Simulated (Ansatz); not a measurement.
**C2HGeO (charge +1): density, localisation and related maps**

```xyz
5

C     0.4363    1.5987   -1.9642
C     0.7601    2.6807   -1.2336
Ge    2.2279    2.8953   -0.0906
O     0.2033    0.6606   -2.5638
H     0.0759    3.5431   -1.3213
```

Geometry: PBE0-D3(BJ)/def2-SVP.

Computed with Ansatz, isolated molecule in a Gaussian basis; Kohn-Sham density functional theory, functional PBE0.

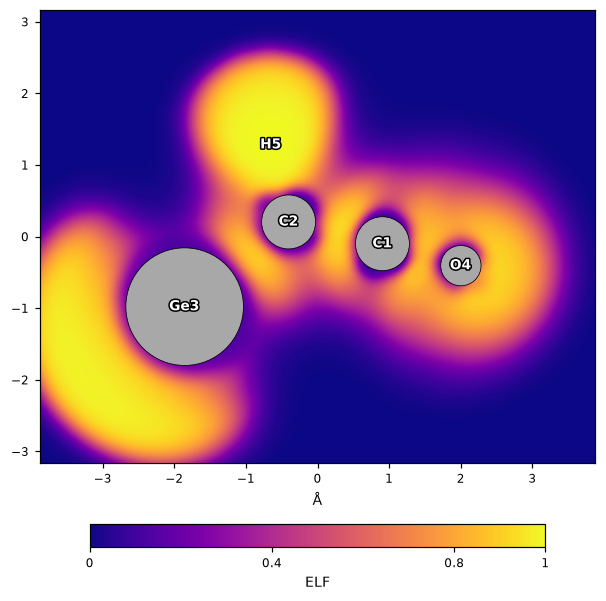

Figure 1. ELF on the molecular plane. Grey discs cover the atomic cores.

### Describe what can be read from this map.

- The section cuts through C, Ge, O and H sites.
- C–O (1.14 Å): the ELF peaks at about 0.85 between the atoms; a short, multiple covalent bond.
- C–C (1.35 Å): the ELF peaks at about 0.90 between the atoms (a multiple bond).
- C–Ge (1.87 Å): the ELF peaks at about 0.90 in the valence shell of C, 0.7 Å from its nucleus, and is about 0.55 at the midpoint.
- C–H (1.10 Å): the ELF climbs to about 1 towards the hydrogen, as it does in any bond to H (an ordinary covalent bond to hydrogen).
- The ELF also peaks beside O4, away from the bonds: lone-pair regions.

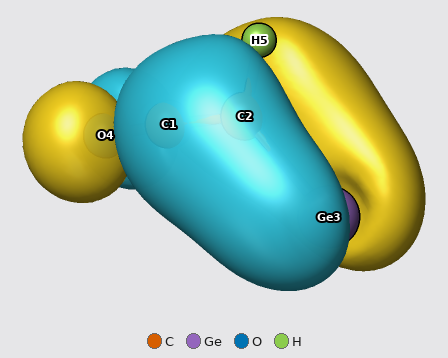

Figure 2. The HOMO at ±0.08 Å⁻³ᐟ² (yellow and cyan are the two phases), seen at an oblique angle.

### What is the character of this orbital?

By Hirshfeld shares it lies mainly on C2 (about 45 %), Ge3 (about 20 %), O4 (about 15 %) and C1 (about 15 %); it changes sign across the molecular plane (π type); π-bonding across C2–Ge3; π-antibonding (a node) across C1–O4. Its energy is −13.58 eV.

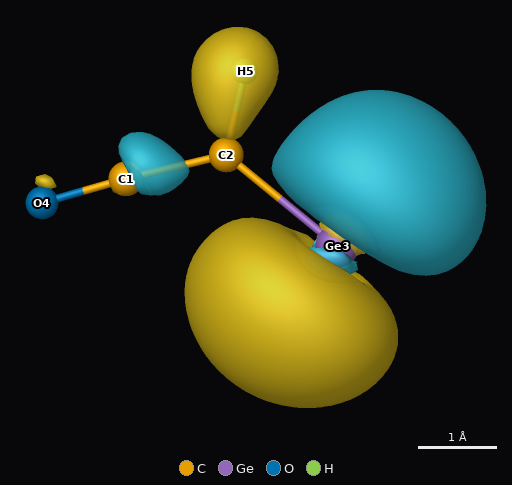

Figure 3. One frontier orbital at ±0.1 Å⁻³ᐟ² (yellow and cyan are the two phases), seen at a tilt.

### Which orbital is it: HOMO or LUMO?

The LUMO, at −9.10 eV. It lies mainly on Ge3 (about 90 %) and C2 (about 5 %); it is symmetric in the molecular plane (an in-plane orbital: σ, lone-pair or in-plane π type).
